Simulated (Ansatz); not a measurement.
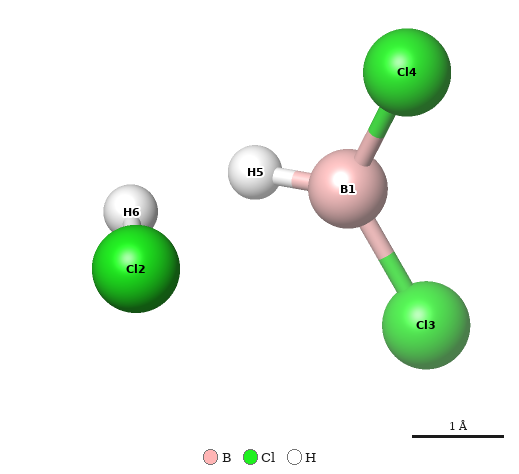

Starting structure of BH2Cl3. A ball-and-stick model, seen at a tilt.

The run prepares an end point of a later path (reaction) calculation, from a guessed geometry.

Level of theory: RKS B3LYP-D4/6-31G* in Ansatz 0.2.0.

Input
```yaml
crystal:
  periodic: [false, false, false]
  atoms:
    - { symbol: B, position_ang: [0.036919, -0.485346, -0.480888] }
    - { symbol: Cl, position_ang: [0.034694, 0.027168, 2.542793] }
    - { symbol: Cl, position_ang: [1.539529, 0.258378, -0.987618] }
    - { symbol: Cl, position_ang: [-1.518727, 0.198381, -0.885307] }
    - { symbol: H, position_ang: [0.081708, -1.527573, 0.088177] }
    - { symbol: H, position_ang: [-0.056323, -1.141608, 1.909143] }
basis:
  gaussian: { orbitals: "6-31G*" }
hamiltonian:
  xc: b3lyp
  dispersion: d4
relax:
  f_tol: 0.03
  max_steps: 50
```

Command:
```bash
ansatz run input.yaml --threads 1 --pin off --max-ram 2048MiB --backend cpu --events-out ev --progress --plain --runs-dir out
```

What does the optimiser find from here?

The largest move after the best rigid fit is that of H6, 1.15 Å. Largest moves by element: H 1.15 Å, Cl 0.34 Å, B 0.29 Å. Some distances before and after: Cl2–H6 1.333 → 1.290 Å, B1–H5 1.188 → 1.184 Å. After 16 accepted moves (22 points after the start) the energy has fallen by 13.6 kJ/mol. The largest force component goes from 1 to 0.019 eV/Å. The line search rejected the trial steps at points 2, 8, 11, 13, 14, 21 of the run. The forces were under the threshold at step 12, but the run went on from there.

Final geometry:

```xyz
6

B     0.1028   -0.5167   -0.7583
Cl    0.3331   -0.1375    2.5053
Cl    1.5224    0.4479   -1.1001
Cl   -1.5057    0.1562   -0.9269
H     0.2289   -1.6547   -0.4561
H    -0.5637   -0.9658    2.9224
```

The end point in the same view:

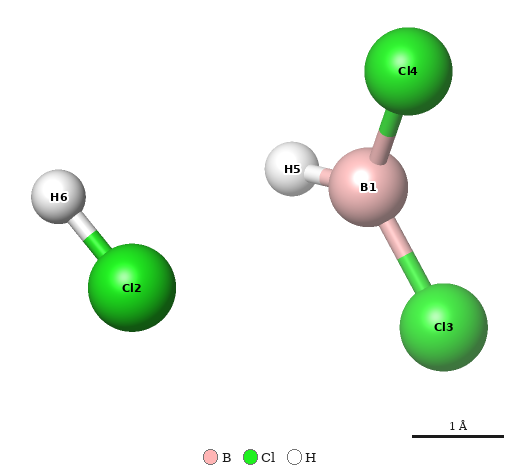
